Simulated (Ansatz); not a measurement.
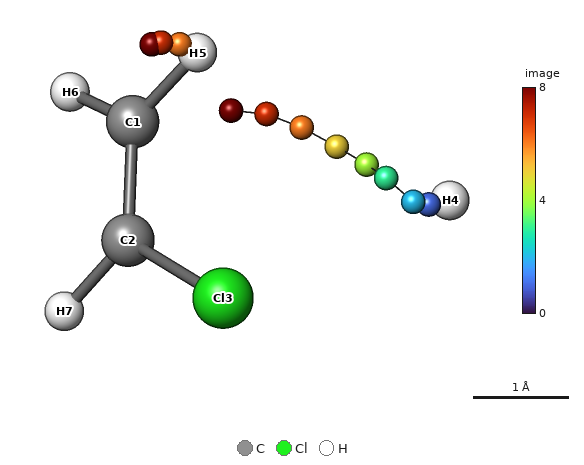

A search for the minimum-energy path of C$_{2}$H$_{4}$Cl (multiplicity 2), made up of C₂H₃Cl and H by the nudged elastic band. Images are numbered from 0 (start) to 8 (end). The start is drawn whole; smaller spheres mark the moving atoms (H) in the later images, joined by lines and coloured by the number of the image. A ball-and-stick model, seen at a tilt.

All numbers below come from Ansatz 0.2.0, UKS SPW92 (LDA)/def2-SVP.

Input
```yaml
crystal:
  periodic: [false, false, false]
  atoms:
    - {symbol: C, position_ang: [0.049732, -0.788770, 0.376520]}
    - {symbol: C, position_ang: [-0.418508, -0.173733, -0.693163]}
    - {symbol: Cl, position_ang: [0.544005, 0.827650, -1.709322]}
    - {symbol: H, position_ang: [0.803733, 2.483419, 1.393248]}
    - {symbol: H, position_ang: [1.083755, -0.701963, 0.684775]}
    - {symbol: H, position_ang: [-0.615554, -1.402964, 0.970916]}
    - {symbol: H, position_ang: [-1.447162, -0.243539, -1.022973]}
basis:
  gaussian: {orbitals: def2-SVP}
magnetization: {spin_polarized: true, initial_magnetization: 1}
hamiltonian: {xc: lda}
neb:
  images: 7
  climbing: false
  max_iterations: 40
  initial_path: idpp
  spring: 10.0
  final_atoms:
    - {symbol: C, position_ang: [0.202214, -0.070098, 0.639969]}
    - {symbol: C, position_ang: [-0.382190, -0.066133, -0.713538]}
    - {symbol: Cl, position_ang: [0.548468, 0.497768, -2.023592]}
    - {symbol: H, position_ang: [0.356281, 0.947386, 1.025861]}
    - {symbol: H, position_ang: [1.177214, -0.566320, 0.651823]}
    - {symbol: H, position_ang: [-0.461133, -0.592247, 1.332547]}
    - {symbol: H, position_ang: [-1.440855, -0.150256, -0.913071]}
```

Launched with:
```bash
ansatz run in.yaml --threads 2 --pin off --events-out ev --progress --plain --max-ram 4352MiB
```

> What moves, how far, and at what cost in energy?

Forming: C1–H4 (3.51 → 1.10 Å). No barrier shows: the energy is highest at the start, and the end lies 204.4 kJ/mol below the start. The band converged in 10 iterations. The largest component of the band force went from 2.5 to 0.049 eV/Å. The largest force component is 0.74 eV/Å at the start and 0.91 eV/Å at the end; an end with forces this large is no minimum, and the barrier measured from it can be far off.

Limits of the set-up: the start holds two separate molecules, 3.3 Å apart at their closest, whose relative position is a soft coordinate and is computed without a dispersion correction.
